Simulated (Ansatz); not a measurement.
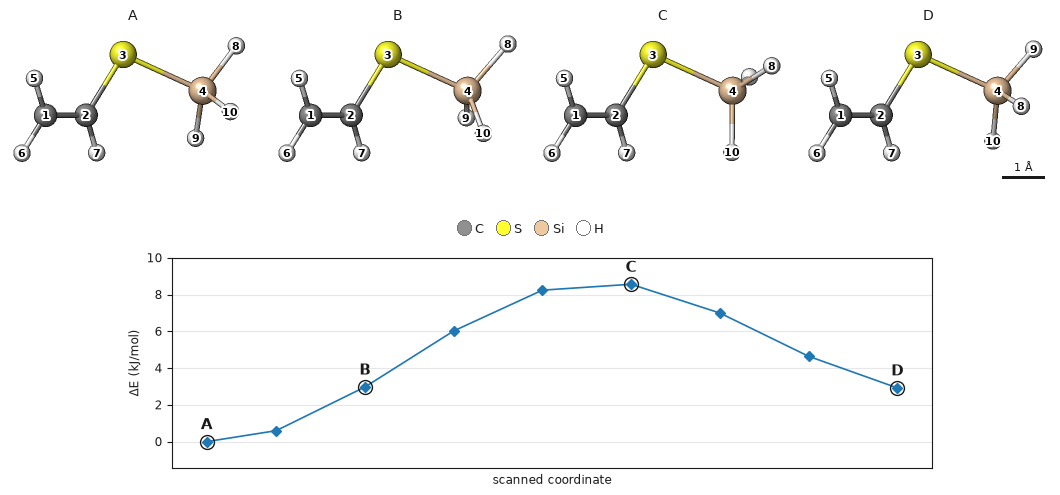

Frames of a one-coordinate scan of C2H6SSi. Style: ball-and-stick. Shown at a tilt.

Single-point energies from Ansatz with r2SCAN-D4 in the def2-TZVPP basis, on geometries moved rigidly from the minimum at PBE0-D4/def2-TZVP. Energies are counted from the PBE0-D4/def2-TZVP minimum geometry at the same level.

**Which coordinate changes from frame to frame?**

The C2–S3–Si4–H8 dihedral angle is varied, with the rest of the molecule carried along rigidly. In the frames the dihedral is −189.5° (A), −162.8° (B), −117.8° (C), −72.8° (D). The lowest computed point lies at the dihedral −189.5° (0.0 kJ/mol). A local maximum lies at −117.8° (8.6 kJ/mol). The highest point, at −117.8°, lies 8.6 kJ/mol above the lowest and gives an upper estimate of the barrier to rotation, since the rotor is rigid.
